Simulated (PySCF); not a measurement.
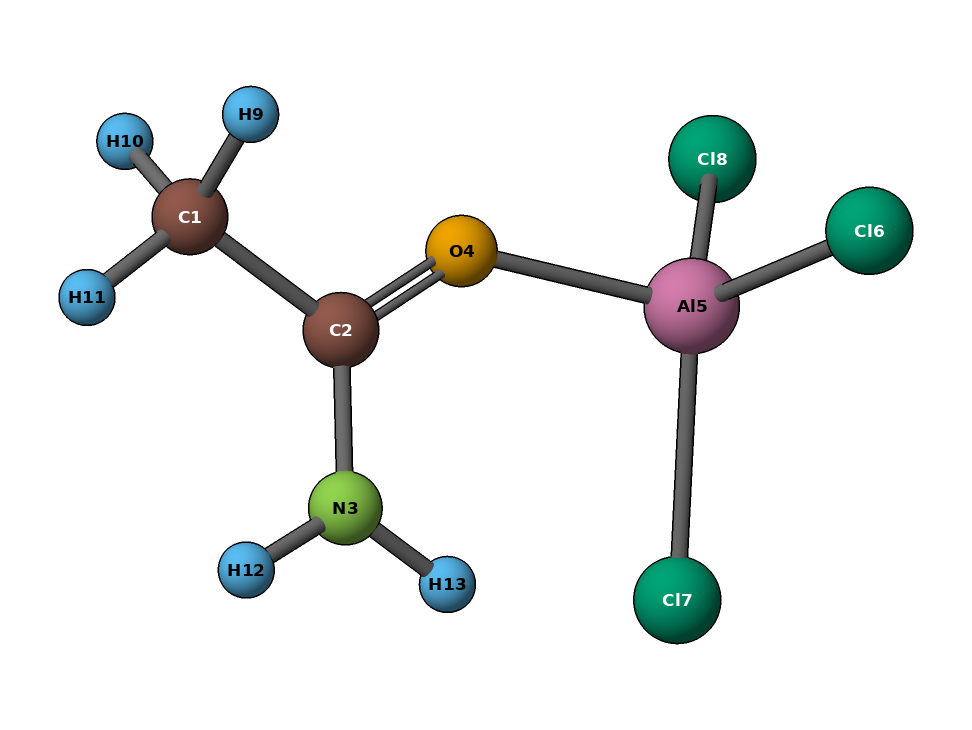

The questions are on isotropic NMR shieldings of the C atoms. Computed geometry: PBE0-D3(BJ)/def2-SVP optimisation. No frequency run is at hand to confirm it as a minimum. Method: GIAO B97-2/pcSseg-1 NMR shielding, non-relativistic, gas phase (PySCF 2.14.0).

Give the isotropic NMR shieldings of the C atoms atom by atom.

```tsv
atom	σ (ppm)
C1	159.7
C2	5.5
```
